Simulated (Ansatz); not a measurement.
Dissociation curve of SiB (cation, charge +1), lowest triplet found (which spin is the ground state isn't settled by this scan).

Computed with: UCCSD(T) = CCSD(T) on UHF/aug-cc-pVDZ, frozen core (Ansatz, a quantum-chemistry and plane-wave program); UCCSD = Ansatz with CCSD on UHF/aug-cc-pVDZ, frozen core; ROMP2 = Ansatz with MP2 on ROHF/aug-cc-pVDZ, frozen core.

Energies are in kcal/mol, each relative to the lowest point of its own curve between 2.04 and 2.64 Å, where full CI is lowest.

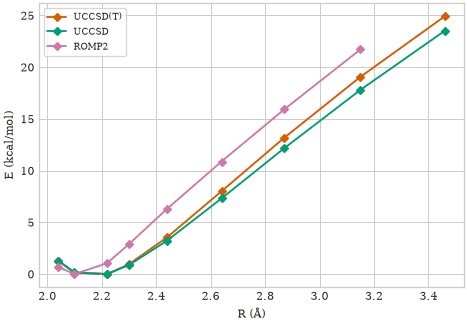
Fig. 1. Energy against bond length for each method.

| R / Å | UCCSD(T) | UCCSD | ROMP2 |
|---|---|---|---|
| 2.04 | 1.3 | 1.3 | 0.7 |
| 2.10 | 0.1 | 0.2 | 0.0 |
| 2.22 | 0.0 | 0.0 | 1.1 |
| 2.30 | 0.9 | 0.9 | 2.9 |
| 2.44 | 3.6 | 3.2 | 6.3 |
| 2.64 | 8.0 | 7.3 | 10.9 |
| 2.87 | 13.2 | 12.2 | 15.9 |
| 3.15 | 19.1 | 17.8 | 21.7 |
| 3.46 | 24.9 | 23.5 | — |

A dash means that the run gave no value there, or that the column was ended at a point which the program doubted or which failed a test of continuity chosen for this set; such a test can also cut sound points.

The scan ran from 1.41 to 6.69 Å; beyond the distances shown full CI changes its symmetry label. The unrestricted determinant behind UCCSD(T), UCCSD is spin-contaminated at 2.04 Å (<S²> up to 2.2, against 2.00 for a pure triplet). The T1 diagnostic of CCSD on the restricted reference of ROMP2 exceeds 0.045 at 2.04 to 2.87, 3.81 to 5.62 Å.
